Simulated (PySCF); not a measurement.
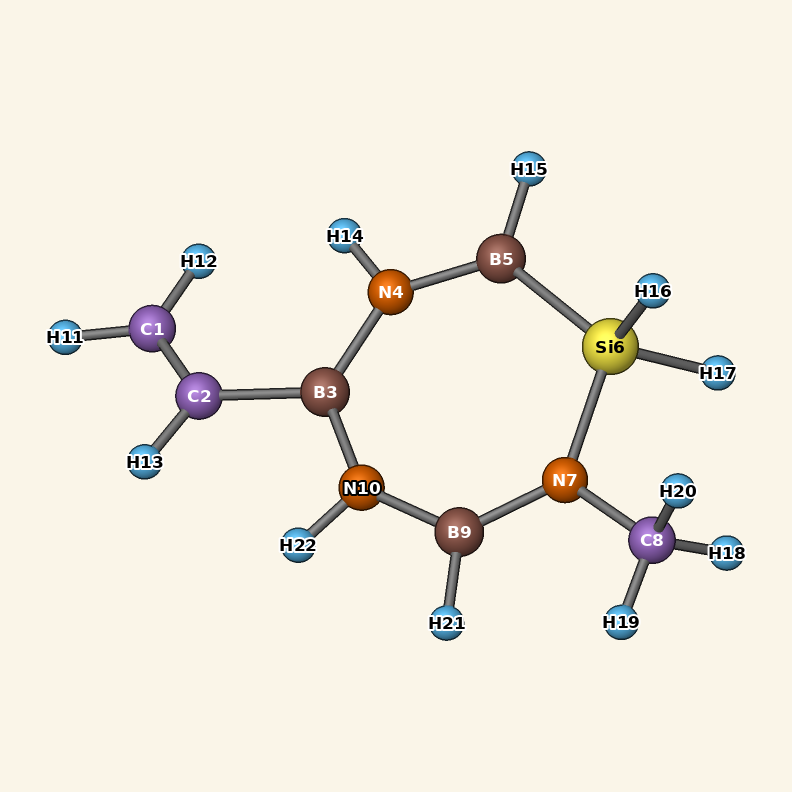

The questions are on isotropic NMR shieldings of the H atoms. The computed structure is the end point of a GFN2-xTB optimisation. No frequency run is at hand to confirm it as a minimum. Method: GIAO PBE0/pcSseg-1 NMR shielding, non-relativistic, gas phase (PySCF 2.14.0).

Give the isotropic NMR shieldings of the H atoms atom by atom.

```json
{"atom": "H11", "σ (ppm)": "25.40"}
{"atom": "H12", "σ (ppm)": "25.58"}
{"atom": "H13", "σ (ppm)": "25.44"}
{"atom": "H14", "σ (ppm)": "24.14"}
{"atom": "H15", "σ (ppm)": "25.55"}
{"atom": "H16", "σ (ppm)": "26.69"}
{"atom": "H17", "σ (ppm)": "26.68"}
{"atom": "H18", "σ (ppm)": "28.77"}
{"atom": "H19", "σ (ppm)": "28.36"}
{"atom": "H20", "σ (ppm)": "28.75"}
{"atom": "H21", "σ (ppm)": "27.36"}
{"atom": "H22", "σ (ppm)": "26.92"}
```

The geometry is semi-empirical. Around B, Si such bond lengths and angles can be off by a tenth of an ångström or more and by several degrees, and values that hang on the shape move with them.
